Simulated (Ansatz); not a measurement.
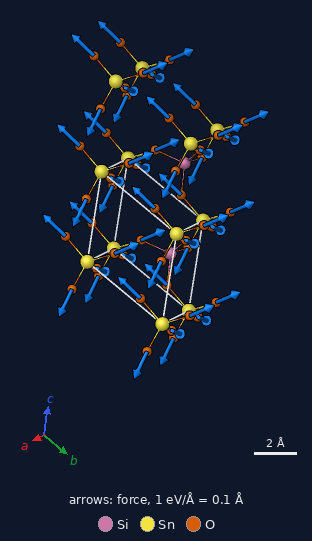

Starting geometry of crystalline SiSnO$_{4}$ (built on the BPO4-82 type type) with the computed forces as blue arrows. A ball-and-stick model of the cell of the calculation, repeated 1 × 1 × 2 with one cell outlined, seen slightly off an axis.

The calculation used DFT, PBEsol, plane waves, PAW in Ansatz. Set-up: plane-wave cutoff 420 eV; k-point mesh 6 × 6 × 6; occupations fermi dirac; smearing width 0.03 eV; no spin polarisation; cell and atoms relaxed; force threshold 0.01 eV/Å; at most 120 steps.

### What follows when this structure is relaxed?

It isn't relaxed: the largest force vector, on O atoms, is 16.05 eV/Å. The final displacements follow the starting forces only in part (cosine between the two patterns 0.85). The energy falls by 1553 meV per atom in 13 accepted moves (17 points after the start). Largest force component: 11 eV/Å at the start, 0.0017 eV/Å at the end. Pressure: 100.34 GPa at the start and 0.00 GPa at the end. At 4 points the geometry stayed and the basis and grid were re-selected for the new cell (energy shift of 38.2 meV per atom at most each time). The largest moves relative to the cell, 0.13 Å, are those of O atoms. Sn and Si stay in place. The drawn cell changes as follows: a = b = c 4.819 → 5.369 Å (+11.4 %), α 122.7° → 121.4°, β 122.7° → 121.4°, γ 85.4° → 87.5°; the volume changes by +41.3 %. Near-neighbour distances that change, for instance: O–Sn 1.625 → 1.940 Å, O–Si 1.557 → 1.633 Å. The space group stays I-4 (No. 82). Cost: 56 s on 2 threads of AMD EPYC 7R13 Processor (Zen 3), with other jobs on the host, peak memory 0.56 GiB.
